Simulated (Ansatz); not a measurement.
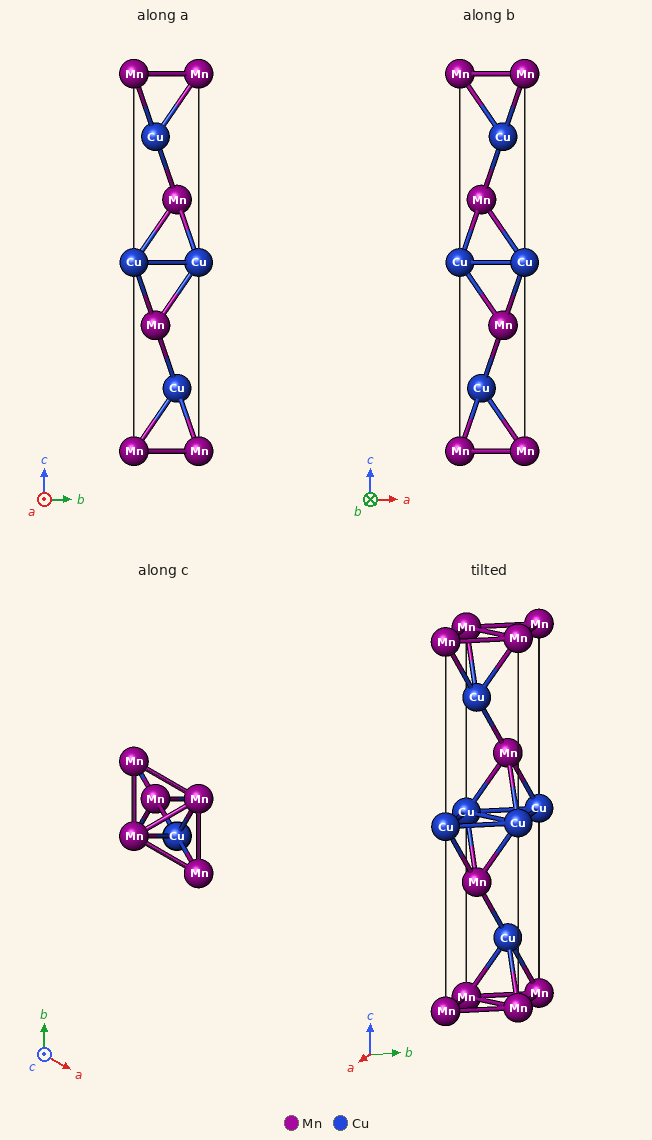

Structure drawing (ball-and-stick), viewed along the a axis, along the b axis, along the c axis and slightly off an axis. Thin lines show the conventional unit cell, with boundary atoms drawn in all their periodic places.

Lattice parameters: a = 2.4865 Å, b = 2.4865 Å, c = 12.5728 Å, α = 90.000°, β = 90.000°, γ = 120.000°.

From the views, write a CIF with its space group and independent sites.

Answer.
```cif
data_structure
_symmetry_space_group_name_H-M 'R -3 m :H'
_symmetry_Int_Tables_number 166
_cell_length_a 2.4865
_cell_length_b 2.4865
_cell_length_c 12.5728
_cell_angle_alpha 90.000
_cell_angle_beta 90.000
_cell_angle_gamma 120.000
_cell_volume 67.32
loop_
_atom_site_label
_atom_site_type_symbol
_atom_site_symmetry_multiplicity
_atom_site_Wyckoff_symbol
_atom_site_fract_x
_atom_site_fract_y
_atom_site_fract_z
_atom_site_occupancy
Mn1 Mn 3 a 0.0000 0.0000 0.0000 1
Cu1 Cu 3 b 0.3333 0.6667 0.1667 1
```

The structure comes from a structure type filled with these elements by a generator (whether the compound takes this form wasn't checked). Earlier steps of the study may have refined or changed the cell and positions. Ansatz was used for an electronic-structure calculation on it.

At this level of theory the cell isn't at rest (compressed, at 15 GPa), so its distances can differ from those at equilibrium, the more so the softer the solid.
